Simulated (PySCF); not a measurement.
# RbCl: a failed or faulty run and its cure

System: RbCl.
Method of the first run: UKS-m062x/sbkjc, stability (PySCF 2.14.0).

Some settings of this run were made unusual or wrong on purpose. Text and figures count atoms from 1; the logs count them from 0 in places.

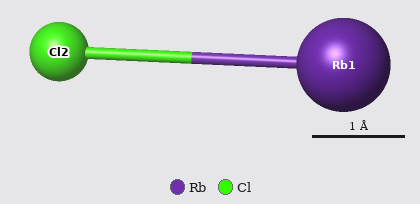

**Figure 1.** The structure as given in the input (ball-and-stick view, seen at a tilt; atoms are numbered from 1 in the order of the input). Sticks mark near contacts. Bond lengths as drawn: Cl–Rb 3.24 Å.

Input, the first run:
```python
from pyscf import gto, dft

mol = gto.M(
    atom='Rb 0 0 0; Cl 0 0 3.241',
    basis='sbkjc',
    ecp={'Rb': 'sbkjc', 'Cl': 'sbkjc'},
    charge=0,
    spin=0,
    verbose=4,
)
mf = dft.UKS(mol, xc='m062x')
mf.grids.level = 0
mf.kernel()
mf.stability(internal=True, external=True)
mf.dip_moment()
print('orbital energies (hartree):', [e[max(0, n-3):n+3].round(4) for e, n in zip(mf.mo_energy, mol.nelec)])
```

Command:
```bash
python input.py
```

Hardware: 1 CPU thread, shared host.

Output, shortened to warnings, some set-up lines, iterations and results (the first run):
```
[...]
cycle= 1 E= -15.0901315834148  delta_E= -0.784  |g|= 0.144  |ddm|= 1.93
cycle= 2 E= -15.1010353038444  delta_E= -0.0109  |g|= 0.0902  |ddm|= 0.338
cycle= 3 E= -15.1070835603579  delta_E= -0.00605  |g|= 0.00245  |ddm|= 0.125
cycle= 4 E= -15.1071102600563  delta_E= -2.67e-05  |g|= 0.000467  |ddm|= 0.0137
cycle= 5 E= -15.1071111544042  delta_E= -8.94e-07  |g|= 7.85e-05  |ddm|= 0.00212
cycle= 6 E= -15.1071111773131  delta_E= -2.29e-08  |g|= 5.51e-06  |ddm|= 0.000355
cycle= 7 E= -15.1071111774514  delta_E= -1.38e-10  |g|= 7.08e-07  |ddm|= 2.68e-05
  alpha nocc = 4  HOMO = -0.220015773453432  LUMO = -0.0452461618600224
  beta  nocc = 4  HOMO = -0.220015773453431  LUMO = -0.0452461618600224
  HOMO = -0.220015773453  LUMO = -0.04524616186  gap/eV = 4.75572
Extra cycle  E= -15.1071111774533  delta_E= -1.96e-12  |g|= 2.18e-07  |ddm|= 3.2e-06
converged SCF energy = -15.1071111774533  <S^2> = 1.3322676e-15  2S+1 = 1
uhf_internal: lowest eigs of H = [0.23853091 0.23860357 0.2416837 ]
<class 'pyscf.dft.uks.UKS'> wavefunction is stable in the internal stability analysis
uhf_real2complex: lowest eigs of H = [0.11576637 0.11579751 0.12692533]
<class 'pyscf.dft.uks.UKS'> wavefunction is stable in the real -> complex stability analysis
uhf_external: lowest eigs of H = [0.11491077 0.1154141  0.11543207]
<class 'pyscf.dft.uks.UKS'> wavefunction is stable in the UHF/UKS -> GHF/GKS stability analysis
Dipole moment(X, Y, Z, Debye):  0.00000, -0.00000, -14.69077
orbital energies (hartree): [array([-0.2301, -0.22  , -0.22  , -0.0452, -0.0022, -0.0022]), array([-0.2301, -0.22  , -0.22  , -0.0452, -0.0022, -0.0022])]
```

Question: Diagnose this run and give a change of the input that cures it.

Answer: Some settings of this run were drawn to be unusual or wrong. It converged; results that depend on the unusual settings are not reference values.

A run of the same system that converges differs from this input as follows (lines with − go, lines with + come):
```diff
-mf.grids.level = 0
```

Output, shortened to warnings, some set-up lines, iterations and results (the second run):
```
[...]
cycle= 1 E= -15.0992143536608  delta_E= -0.778  |g|= 0.0869  |ddm|= 1.82
cycle= 2 E= -15.1073476709915  delta_E= -0.00813  |g|= 0.0393  |ddm|= 0.229
cycle= 3 E= -15.1086185543602  delta_E= -0.00127  |g|= 0.00996  |ddm|= 0.0723
cycle= 4 E= -15.1087551283373  delta_E= -0.000137  |g|= 0.000774  |ddm|= 0.0232
cycle= 5 E= -15.1087593140229  delta_E= -4.19e-06  |g|= 0.000168  |ddm|= 0.00462
cycle= 6 E= -15.1087594126348  delta_E= -9.86e-08  |g|= 1e-05  |ddm|= 0.000757
cycle= 7 E= -15.1087594130549  delta_E= -4.2e-10  |g|= 1.25e-06  |ddm|= 5.46e-05
  alpha nocc = 4  HOMO = -0.22034395105153  LUMO = -0.0453801259575624
  beta  nocc = 4  HOMO = -0.22034395105153  LUMO = -0.0453801259575624
  HOMO = -0.220343951052  LUMO = -0.0453801259576  gap/eV = 4.76101
Extra cycle  E= -15.1087594130611  delta_E= -6.19e-12  |g|= 3.47e-07  |ddm|= 6.6e-06
converged SCF energy = -15.1087594130611  <S^2> = 5.3290705e-15  2S+1 = 1
uhf_internal: lowest eigs of H = [0.2388707  0.24187198 0.25191535]
<class 'pyscf.dft.uks.UKS'> wavefunction is stable in the internal stability analysis
uhf_real2complex: lowest eigs of H = [0.11592952 0.11594495 0.1269877 ]
<class 'pyscf.dft.uks.UKS'> wavefunction is stable in the real -> complex stability analysis
uhf_external: lowest eigs of H = [0.11448566 0.11564238 0.11592981]
<class 'pyscf.dft.uks.UKS'> wavefunction is stable in the UHF/UKS -> GHF/GKS stability analysis
Dipole moment(X, Y, Z, Debye): -0.00000, -0.00000, -14.69139
orbital energies (hartree): [array([-0.2304, -0.2203, -0.2203, -0.0454, -0.0021, -0.0021]), array([-0.2304, -0.2203, -0.2203, -0.0454, -0.0021, -0.0021])]
```

The two runs side by side:

| quantity | the first run | the second run |
| --- | --- | --- |
| outcome | converged | converged |
| SCF energy (hartree) | −15.107111 | −15.108759 |
| dipole moment (D) | 14.69 | 14.69 |
| SCF iterations | 7 | 7 |
| wall time (shared host) | 2.7 s | 5.2 s |

The energy of the second run is 1.0 kcal/mol lower, which measures how much it depends on this numerical setting. The number of SCF iterations is the same.
